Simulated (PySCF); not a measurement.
# C8H11Cl: the cost of one run

Computed with PySCF 2.14.0 and routines of our own; the level stands in each step. Atoms count from 0.

## 1. The system as given

20 atoms, charge 0, multiplicity 1; geometry from: GFN2-xTB.

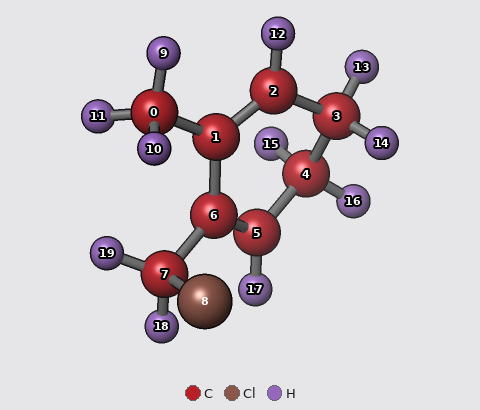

The starting geometry (carbon red, chlorine brown, hydrogen purple).

## 2. Magnetic properties: GIAO B3LYP/pcSseg-1

What the job is given:

```
{"job": {"kind": "mag", "xc": "B3LYP", "basis": "pcSseg-1", "isotopologues": 0}, "charge": 0, "multiplicity": 1}
C     -1.222675     1.895634    -0.345796
C     -0.196204     0.830761    -0.108273
C      1.103163     1.110147     0.008104
C      2.124496     0.047619     0.282977
C      1.708136    -1.273405    -0.358559
C      0.262895    -1.552992    -0.084691
C     -0.633634    -0.566732     0.011304
C     -2.073297    -0.863607     0.267334
Cl    -2.510525    -0.395661     1.952284
H     -0.744259     2.868532    -0.425347
H     -1.936818     1.927984     0.475383
H     -1.770742     1.704306    -1.268453
H      1.452944     2.131140    -0.040356
H      3.103789     0.354302    -0.087405
H      2.209107    -0.081207     1.369140
H      1.850470    -1.218237    -1.445263
H      2.330039    -2.089518     0.011789
H     -0.042456    -2.587624    -0.018761
H     -2.279761    -1.930014     0.185288
H     -2.739817    -0.300750    -0.383738
```

With the program's defaults for keys left out, this is: GIAO B3LYP/pcSseg-1 magnetisability, rotational g tensor and spin-rotation constants, non-relativistic, gas phase.

Started as:

```bash
OMP_NUM_THREADS=1 python excited_run.py task.json out
```

This one command runs all jobs of the session in turn.

Q: Estimate the wall time and peak memory of this first job on 1 thread of Intel Xeon Platinum 8488C, shared host.

About 71 s, with a peak of 1 GiB.
